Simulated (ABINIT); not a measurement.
System: HPbNO₄.

Input file:

```
# Datasets: ground state, then fixed potential
ndtset 2

# Pseudopotentials
pp_dirpath "./"
pseudos "H.GGA_PBE-ansatz_soft_1.xml, Pb.GGA_PBE-ansatz_soft_1.xml, N.GGA_PBE-ansatz_soft_1.xml, O.GGA_PBE-ansatz_soft_1.xml"

# Structure
acell 3*1.0
rprim
     7.7864275239    -0.0015306782    -0.0211649326
     0.0076344935    12.1456855427     0.1012893203
     0.0527422561     6.0604839625    14.6452640823
ntypat 4
znucl 1 82 7 8
natom 14
typat 1 1 2 2 3 3 4 4 4 4 4 4 4 4
xred
     0.9036600000     0.2182100000     0.4885100000
     0.4033700000     0.7817700000     0.5114200000
     0.3945500000     0.3086300000     0.7072500000
     0.8948900000     0.6913500000     0.2926600000
     0.6340900000     0.1999000000     0.2073000000
     0.1338600000     0.8001200000     0.7927500000
     0.9082900000     0.3286600000     0.5436900000
     0.5379200000     0.3907600000     0.1949700000
     0.5348300000     0.1127900000     0.1060200000
     0.8371800000     0.0888700000     0.3267200000
     0.4081700000     0.6713200000     0.4562400000
     0.0377400000     0.6092400000     0.8052000000
     0.0342900000     0.8873700000     0.8939700000
     0.3371600000     0.9110100000     0.6733000000
chkprim 0
chksymtnons 0
tolsym 1.0e-6

# Plane-wave basis
ecut 16.0
pawecutdg 32.0
pawxcdev 0
pawovlp -1

# Exchange and correlation
ixc 11

# Bands and occupations
occopt 3
tsmear 0.00183747

# SCF cycle
nstep 100

# Output
iomode 3
prtwf 0
prteig 0
prtebands 0
enunit 1
prtvol 2
prtden1 1
prtvha1 1
prtvclmb1 1
prtpot1 1

# Dataset 1
kptopt1 1
ngkpt1 4 2 2
nshiftk1 1
shiftk1 0.0 0.0 0.0
nband1 53
tolvrs1 1.0e-9

# Dataset 2: density of states
iscf2 -3
getden2 1
nband2 57
nbdbuf2 4
tolwfr2 1.0e-10
kptopt2 1
ngkpt2 6 3 3
nshiftk2 1
shiftk2 0.0 0.0 0.0
prtdos2 3
dosdeltae2 0.02 eV
natsph 14
iatsph 1 2 3 4 5 6 7 8 9 10 11 12 13 14
```

Launched as:

```sh
mpirun --bind-to none -np 4 abinit run.abi > log 2>&1
```

Below, planes, directions and counts refer to the conventional cell (a = 6.43 Å, b = 4.12 Å, c = 8.34 Å, α = 90.02°, β = 112.23°, γ = 90.02°).

Space group P2₁; a generated structure, not necessarily the stable one.

Level of theory: Kohn-Sham DFT of a periodic cell, PBE, Ansatz PAW PBE generated set soft_1, frozen core (ABINIT).

Q: Predict the valence pseudo-density between the atoms.

A: O–H (0.99 Å): ρ at the midpoint is about 3.6 e/Å³.
N–O (1.25 Å): ρ is about 3.2 e/Å³ halfway.

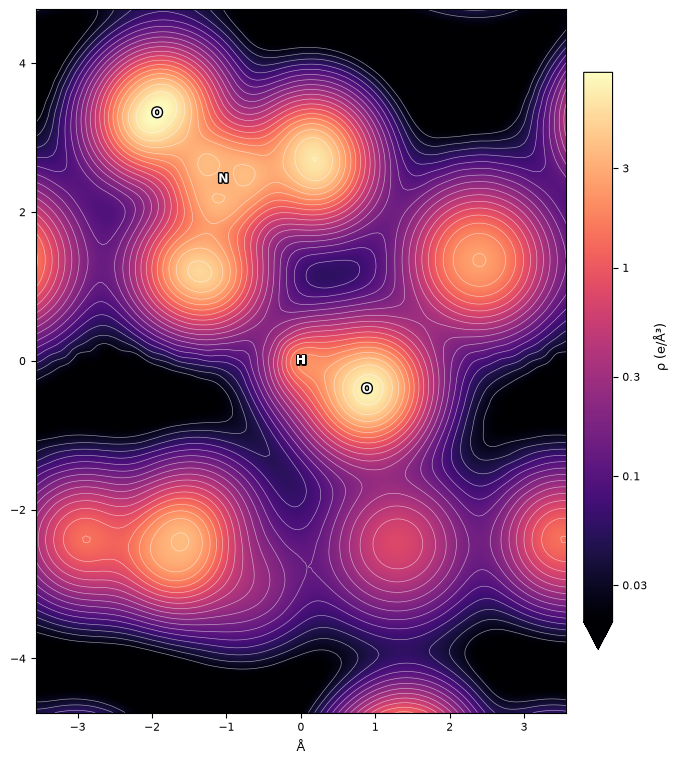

Computed valence pseudo-density on the (011) plane of the conventional cell. Atoms just off the plane (Pb, 0.7 Å away, N, 0.3 Å away and O, 0.3 Å away) can leave unmarked features too.

The density is the valence pseudo-density of a PAW calculation; it isn't the true density close to the nuclei.
